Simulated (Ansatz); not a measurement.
# A vacancy of Ag at several sites of CsAgF3(111) slab (240 atoms)

Aim: make a vacancy of Ag at several sites of CsAgF3(111) slab (240 atoms), relax each, and compare their energies.

Calculated with Ansatz 0.2.0; Kohn-Sham DFT, r2SCAN, PAW (set soft_2), plane waves.

**1. The structure**

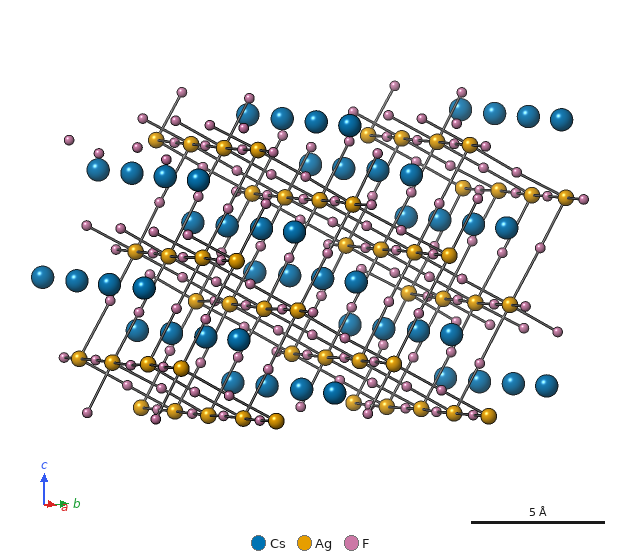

Start, viewed from the side, with the c axis up; caesium blue, silver orange, fluorine pink. Some periodic images of atoms are drawn too.

The cell holds 240 atoms: 48 Cs, 48 Ag and 144 F. Cell: a = 18.354 Å, b = 21.419 Å, c = 25.958 Å, α = 90.0°, β = 90.0°, γ = 115.4°. It derives from CsAgF3 (I4/mcm, COD entry). I4/mcm (COD entry) CsAgF3 (cell 6.489, 6.489, 8.52, 90, 90, 90), (111) slab of 3 repeat layers, 2 x 2 surface cells, 14 Å of vacuum; atoms within 3.5 Å of the bottom held; not relaxed, displaced by a Gaussian of 0.02 Å. Vacuum lies along c.

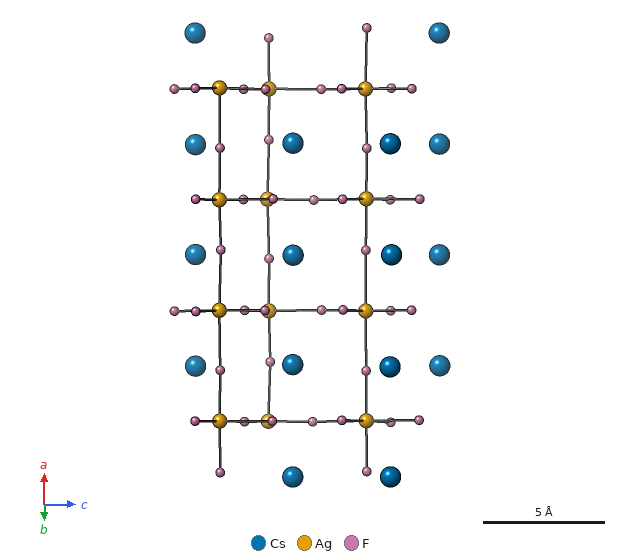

A slice 6 Å thick through the middle of the cell.

Limits known from the start: The main run has no spin polarisation, so moments on Ag can't form in it, and no Hubbard term. Only the Γ point is sampled, in a cell whose shortest periodic width is 17 Å. No spin–orbit coupling is included, so levels derived from the heavy atoms are approximate. 76 of the 240 atoms are held fixed where they were built.

**2. Single point at the start**

The forces at the start show how far the geometry lies from a minimum of this functional.

The input, input.yaml:

```yaml
crystal:
  lattice:
    - [18.35366, 0.0, 0.0]
    - [-9.17683, 19.35396, 0.0]
    - [0.0, 0.0, 25.95788]
  atoms:
    - { symbol: Cs, position: [0.45212, 0.40203, 0.30869] }
    - { symbol: Cs, position: [0.10358, 0.2074, 0.3856] }
    - { symbol: Cs, position: [0.35381, 0.20832, 0.38629] }
    - { symbol: Cs, position: [0.20029, 0.40157, 0.3087] }
    - { symbol: Ag, position: [0.39853, 0.05493, 0.34696] }
    - { symbol: Ag, position: [0.15147, 0.05534, 0.34765] }
    - { symbol: Ag, position: [0.499, 0.24882, 0.26872] }
    - { symbol: Ag, position: [0.24957, 0.24955, 0.27011] }
    - { symbol: F, position: [0.42917, 0.10769, 0.41977] }
    - { symbol: F, position: [0.37553, 0.00313, 0.27418] }
    - { symbol: F, position: [0.03843, 0.0555, 0.34731] }
    - { symbol: F, position: [0.26759, 0.05696, 0.34814] }
    - { symbol: F, position: [0.38244, 0.24804, 0.26937] }
    - { symbol: F, position: [0.11556, 0.25085, 0.27003] }
    - { symbol: F, position: [0.27561, 0.30189, 0.34042] }
    - { symbol: F, position: [0.0286, 0.30812, 0.35322] }
    - { symbol: F, position: [0.3548, 0.45913, 0.38695] }
    - { symbol: F, position: [0.10386, 0.45918, 0.38675] }
    - { symbol: F, position: [0.20111, 0.15305, 0.30849] }
    - { symbol: F, position: [0.45134, 0.15355, 0.30897] }
    - { symbol: Cs, position: [0.25806, 0.01597, 0.46392] }
    - { symbol: Cs, position: [0.40915, 0.32173, 0.54211] }
    - { symbol: Cs, position: [0.15979, 0.3203, 0.54194] }
    - { symbol: Cs, position: [0.0076, 0.01503, 0.46413] }
    - { symbol: Ag, position: [0.20899, 0.16984, 0.50285] }
    - { symbol: Ag, position: [0.45958, 0.16769, 0.50114] }
    - { symbol: Ag, position: [0.30453, 0.36121, 0.42556] }
    - { symbol: Ag, position: [0.05571, 0.3612, 0.42469] }
    - { symbol: F, position: [0.23324, 0.21848, 0.57422] }
    - { symbol: F, position: [0.1854, 0.11745, 0.43182] }
    - { symbol: F, position: [0.34357, 0.1679, 0.50342] }
    - { symbol: F, position: [0.07379, 0.16673, 0.50342] }
    [... 202 atom lines left out ...]
    - { symbol: F, position: [0.88685, 0.52382, 0.65349] }
    - { symbol: F, position: [0.64333, 0.53464, 0.66612] }
    - { symbol: F, position: [0.96735, 0.68442, 0.69594] }
    - { symbol: F, position: [0.71561, 0.68274, 0.69838] }
    - { symbol: F, position: [0.81283, 0.87499, 0.61899] }
    - { symbol: F, position: [0.56374, 0.87601, 0.62067] }
kpoints:
  mp_grid: { grid: [1, 1, 1] }
hamiltonian:
  xc: r2scan
scf:
  occupations: { method: gaussian, width: 0.05 }
output:
  forces: true
```

Started as:

```console
> ansatz run input.yaml --threads 32 --pin off --max-ram 143360MiB --backend cuda --events-out ev --progress --plain --runs-dir out
```

Log:

```text
[...]
Pseudopotentials: kind: paw
Pseudopotential: Cs, paw, valence charge 9, recommended cutoff 500 eV (meta_gga), Cs.paw.azcp
Pseudopotential: Ag, paw, valence charge 19, recommended cutoff 500 eV (meta_gga), Ag.paw.azcp
Pseudopotential: F, paw, valence charge 7, recommended cutoff 500 eV (meta_gga), F.paw.azcp
[... 6 lines on functional and potentials left out ...]
device memory: the entry about to start is reckoned to put 35.2 GiB on a device that reports 182.5 GiB free
GPU FFT provider: cuFFT
GPU libraries: cuBLAS 13.8.1, cuFFT 12.4.0, cuSOLVER 12.3.2
GPU matrix products: emulated (plane waves: as basis.precision tells), large ones in fixed point in workspaces of 1.00 GiB
Crystal: 240 atoms, lattice volume = 9220.654 Å³
Basis set: ecut = 500 eV, 234005 PW (Γ), exchange–correlation on 540×640×768 points (64 copies of the dense FFT grid, shifted against one another)
Bands: 1416, of which v1, the nominal top of the filled ones, is band 1176 counted from 1 (1175 counted from 0)
Symmetry: 1 space group operations
Space group: P1 (ITA 1), of the structure as read, at distance tolerance 2.1e-4 Å
k-points: 1
[... 10 lines on functional and potentials left out ...]
Initial density: superposition of atomic densities (neutral atoms: chi_scale 0, normalization atom), corrected by the library's trained network
Initial wavefunctions: pseudopotential atomic-orbital guess
GPU buffer pool allocated for 4147200 grid points (all kernels)
GPU transforms: local potential and band sums: pruned to the plane-wave sphere, on 135×160×192
[...]
SCF iter   1: F=—  HF=-754570.683813 eV  |F-HF|=—  |Δ(HF+E_count)|=         —  Δρ=8.71e-3  dr2=1.27e1  dr2_τ=4.52e0  ethr=1.77e-3  ⟨swp⟩=6.0  Hψ=5451  notcnv=0  defer=171
preconditioner: auto → LDOS  [insulator: Δε(μ)=0.053 eV  Ē_g=13.944 eV  σ=0.050 eV  W_gap=0.54  n_scr=1598 (ndim 8)  ℏωp=17.2 eV  f_vac=0.516  D(μ)=69.39/eV (n_scr^D=248)  ε∞_Penn≈2.5  β→1.0]
[...]
SCF iter  24: F=—  HF=-754572.552753 eV  |F-HF|=—  |Δ(HF+E_count)|=   5.13e-8  Δρ=1.04e-6  dr2=1.38e-7  dr2_τ=5.51e-9  ethr=1.18e-11  ⟨swp⟩=2.0  Hψ=2346  notcnv=0  defer=216
SCF iter  25: F=-754572.552754 eV  HF=-754572.552754 eV  |F-HF|=1.39e-7  |Δ(HF+E_count)|=   1.03e-7  Δρ=6.22e-7  dr2=4.42e-8  dr2_τ=2.11e-9  ethr=4.25e-12  ⟨swp⟩=3.0  Hψ=3745  notcnv=0
SCF 1 converged in 25 iterations: F = -754572.552754 eV  dr2 = 4.42e-8
[...]
SCF converged after 25 iterations
Free energy (F): -754572.552754 eV
Harris-Foulkes:  -754572.552754 eV  (|F-HF|=1.39e-7)
Internal energy: -754572.430438 eV  (E = F + TS)
E sigma→0 (E₀):  -754572.491596 eV
Entropy (-TS):   -0.122316 eV (-0.510 meV/atom)
Fermi energy:    -0.689026 eV
--- Per-component energies (eV) ---
[...]
Σ components = -754572.552754   (vs F -754572.552754, Δ=0.00e0)
--- Forces (eV/Å), atoms counted from 1 ---
[... 240 lines of forces left out ...]
  max |Σ_I F_I| component: 2.43e-5 eV/Å
```

The job ended after 14 s (1 × NVIDIA GB200 with 32 threads of Arm Neoverse V2, shared host; peak memory 3.2 GiB; 28 s of CPU time).

That memory is the host's; the program planned 35.2 GiB on the GPU.

The r.m.s. force at the start is 0.39 eV/Å.

**3. Relaxation**

The atoms are relaxed in the fixed cell, aiming at the force tolerance of the input.

The input, input.yaml:

```yaml
crystal:
  lattice:
    - [18.35366, 0.0, 0.0]
    - [-9.17683, 19.35396, 0.0]
    - [0.0, 0.0, 25.95788]
  atoms:
    [... the 240 atom lines of step 2 ...]
kpoints:
  mp_grid: { grid: [1, 1, 1] }
hamiltonian:
  xc: r2scan
scf:
  occupations: { method: gaussian, width: 0.05 }
output:
  forces: true
relax:
  f_tol: 0.05
  max_steps: 120
  constraints:
    - { sites: [0, 1, 2, 3, 4, 5, 6, 7, 9, 10, 11, 12, 13, 14, 15, 16, 17, 18, 19, 60, 61, 62, 63, 64, 65, 66, 67, 69, 70, 71, 72, 73, 74, 75, 76, 77, 78, 79, 120, 121, 122, 123, 124, 125, 126, 127, 129, 130, 131, 132, 133, 134, 135, 136, 137, 138, 139, 180, 181, 182, 183, 184, 185, 186, 187, 189, 190, 191, 192, 193, 194, 195, 196, 197, 198, 199], fix: xyz }
```

Log:

```text
[...]
Crystal: 240 atoms, lattice volume = 9220.654 Å³
Basis set: ecut = 500 eV, 234005 PW (Γ), exchange–correlation on 540×640×768 points (64 copies of the dense FFT grid, shifted against one another)
Bands: 1416, of which v1, the nominal top of the filled ones, is band 1176 counted from 1 (1175 counted from 0)
Symmetry: 1 space group operations
[...]
k-points: 1
[...]
SCF iter   1: F=—  HF=-754570.683851 eV  |F-HF|=—  |Δ(HF+E_count)|=         —  Δρ=8.71e-3  dr2=1.27e1  dr2_τ=4.52e0  ethr=1.77e-3  ⟨swp⟩=6.0  Hψ=5451  notcnv=0  defer=171
[...]
SCF iter   2: F=—  HF=-754573.059867 eV  |F-HF|=—  |Δ(HF+E_count)|=    2.38e0  Δρ=7.14e-3  dr2=3.82e0  dr2_τ=4.26e-1  ethr=5.39e-4  ⟨swp⟩=3.0  Hψ=2577  notcnv=0  defer=216
[...]
SCF iter  14: F=-754572.552717 eV  HF=-754572.552674 eV  |F-HF|=4.30e-5  |Δ(HF+E_count)|=   5.29e-5  Δρ=2.44e-5  dr2=5.22e-5  dr2_τ=3.42e-6  ethr=2.66e-9  ⟨swp⟩=2.0  Hψ=3769  notcnv=0
SCF 1 converged in 14 iterations: F = -754572.552717 eV  dr2 = 5.22e-5
[...]
relax step   1: F+E_penalty+E_count = -754572.55271657 eV  Δ(F+E_penalty+E_count) = +0.000e0 eV  max|allowed force component| = 1.825e0 eV/Å  Δτ_max = 0.0000 Å  (14 SCF iters, dr2 threshold 6.25e-5 eV, accepted)
[...]
relax step   2: F+E_penalty+E_count = -754576.17462986 eV  Δ(F+E_penalty+E_count) = -3.622e0 eV  max|allowed force component| = 6.947e-1 eV/Å  Δτ_max = 0.1948 Å  (14 SCF iters, dr2 threshold 1.00e-4 eV, accepted)
[...]
relax step   3: F+E_penalty+E_count = -754577.40336519 eV  Δ(F+E_penalty+E_count) = -1.229e0 eV  max|allowed force component| = 5.636e-1 eV/Å  Δτ_max = 0.1927 Å  (15 SCF iters, dr2 threshold 3.02e-5 eV, accepted)
[...]
relax step   4: F+E_penalty+E_count = -754577.79454594 eV  Δ(F+E_penalty+E_count) = -3.912e-1 eV  max|allowed force component| = 2.390e-1 eV/Å  Δτ_max = 0.2000 Å  (12 SCF iters, dr2 threshold 4.60e-5 eV, accepted)
[...]
relax step   5: F+E_penalty+E_count = -754577.89967535 eV  Δ(F+E_penalty+E_count) = -1.051e-1 eV  max|allowed force component| = 8.745e-2 eV/Å  Δτ_max = 0.1200 Å  (11 SCF iters, dr2 threshold 1.03e-5 eV, accepted)
[...]
relax step   6: F+E_penalty+E_count = -754577.79464966 eV  Δ(F+E_penalty+E_count) = +1.050e-1 eV  max|allowed force component| = 3.345e-1 eV/Å  Δτ_max = 0.2000 Å  (15 SCF iters, rejected (line search))
[...]
relax step   7: F+E_penalty+E_count = -754577.93853385 eV  Δ(F+E_penalty+E_count) = -3.886e-2 eV  max|allowed force component| = 3.212e-2 eV/Å  Δτ_max = 0.0623 Å  (14 SCF iters, accepted)
[...]
SCF iter   1: F=—  HF=-754577.938534 eV  |F-HF|=—  |Δ(HF+E_count)|=         —  Δρ=7.17e-7  dr2=5.37e-8  dr2_τ=2.12e-9  ethr=2.36e-12  ⟨swp⟩=2.0  Hψ=5090  notcnv=0  defer=216
[...]
SCF iter   2: F=-754577.938534 eV  HF=-754577.938534 eV  |F-HF|=5.40e-8  |Δ(HF+E_count)|=   7.31e-8  Δρ=7.17e-7  dr2=6.32e-8  dr2_τ=2.20e-9  ethr=2.28e-12  ⟨swp⟩=3.0  Hψ=3733  notcnv=0
SCF 8 converged in 2 iterations: F = -754577.938534 eV  dr2 = 6.32e-8
SCF converged after 2 iterations
Free energy (F): -754577.938534 eV
[...]
Internal energy: -754577.848754 eV  (E = F + TS)
E sigma→0 (E₀):  -754577.893644 eV
Entropy (-TS):   -0.089780 eV (-0.374 meV/atom)
Fermi energy:    -0.325052 eV
[...]
--- Forces (eV/Å), atoms counted from 1 ---
[... 240 lines of forces left out ...]
  max |Σ_I F_I| component: 1.39e-4 eV/Å
--- Relaxed structure (7 steps of the walk, 6 accepted, 0 SCFs on fresh bases) ---
  F+E_penalty+E_count = -754577.93853385 eV   max|allowed force component| = 3.212e-2 eV/Å
  atoms:
[... 240 atom lines left out ...]
```

The job ended after 60 s (1 × NVIDIA GB200 with 32 threads; peak memory 3.4 GiB).

The relaxation converged after 7 steps, 5.39 eV below its start, with a largest force component of 0.032 eV/Å on the free atoms.

[end of part 1 of 3]

[Logs are printed without paths, hosts, clocks, repeated set-up lines and the standing remarks that a program may print on its own settings, such as how far it seeks lower states.]

[Hosts, paths, dates, database ids (printed as entryN), source tags and the programs' standing remarks are cut or masked in the printed files.]
